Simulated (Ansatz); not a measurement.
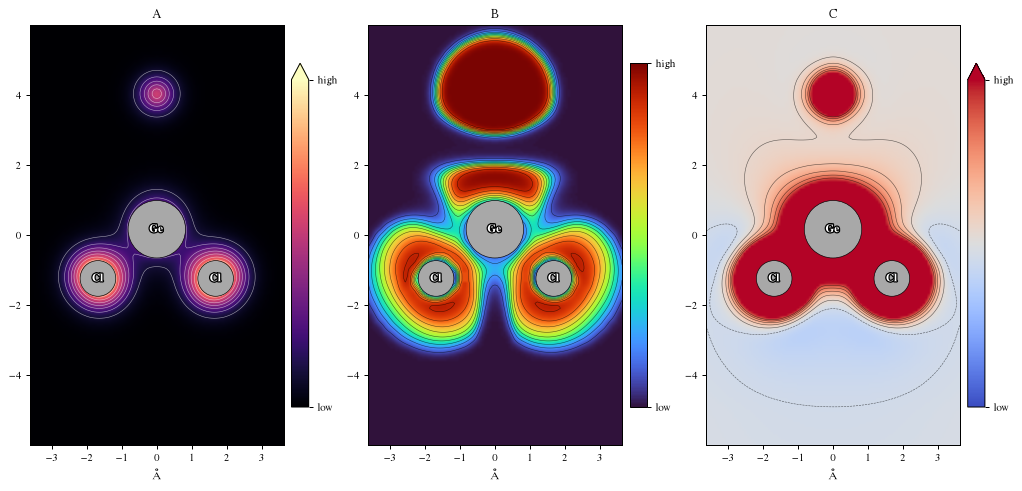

Cl$_{2}$Ge···H$_{2}$: 3 fields on the plane of atoms Cl4, Ge1 and Cl5, with unlabelled colour scales. Grey discs cover the atomic cores.

Theory: Ansatz, RKS PBE0-D4/def2-SVP.

> Which field does each panel show? The fields are: electron density, electron localisation function and electrostatic potential.

Panel A: electron density. Panel B: electron localisation function. Panel C: electrostatic potential (strongly positive close to the atoms, with negative regions outside electron-rich atoms). From the grid: Ge–Cl (2.19 Å): ρ at the midpoint is about 0.67 e/Å³; the ELF peaks at about 0.85 in the valence shell of Cl, 0.8 Å from its nucleus, and is about 0.60 at the midpoint.
